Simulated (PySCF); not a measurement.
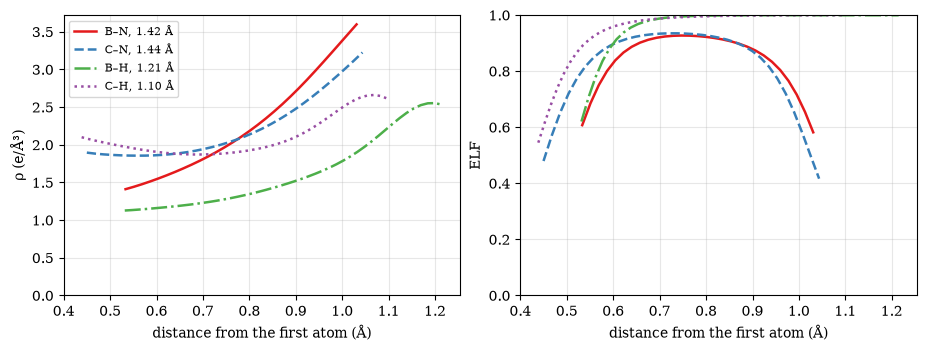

Figure 1: C4H13BN2 (SMILES CN(C)BN(C)C). Total electron density and ELF along straight lines between neighbouring atoms. The curves leave out the atomic cores.

Geometry: PBE0-D3(BJ)/def2-SVP.

Method: PySCF, wB97X-D/def2-SVPD, SCF density, gas phase.

```tsv
atom	x (Å)	y (Å)	z (Å)
C	2.2548	0.2148	-1.7242
N	1.2652	-0.1877	-0.7581
C	1.7091	-1.2551	0.0993
B	0.0167	0.4902	-0.6947
N	-1.1624	0.0640	-0.0241
C	-1.4582	-1.2659	0.4397
C	-2.2379	0.9948	0.2043
H	1.9034	1.0934	-2.2808
H	3.2152	0.4721	-1.2374
H	2.4687	-0.5863	-2.4580
H	1.0684	-1.3470	0.9845
H	2.7347	-1.0506	0.4585
H	1.7407	-2.2391	-0.4096
H	-0.0494	1.5532	-1.2788
H	-0.7535	-1.9976	0.0272
H	-2.4702	-1.5664	0.1102
H	-1.4439	-1.3540	1.5441
H	-2.4245	1.1542	1.2840
H	-3.1867	0.6351	-0.2385
H	-1.9958	1.9683	-0.2416
```

> What can be read from the curves?

B–N (1.42 Å): ρ is about 1.8 e/Å³ halfway; the ELF peaks at about 0.95 between the atoms; a polar covalent bond.
C–N (1.44 Å): ρ at the midpoint is about 2 e/Å³; the ELF peaks at about 0.95 between the atoms; localised, covalent bonding.
B–H (1.21 Å): the density is about 1.2 e/Å³ at the midpoint; the ELF climbs to about 1 towards the hydrogen, as it does in any bond to H: a covalent bond by its length.
C–H (1.10 Å): the density is about 2 e/Å³ at the midpoint; the ELF climbs to about 1 towards the hydrogen: a covalent bond by its length.
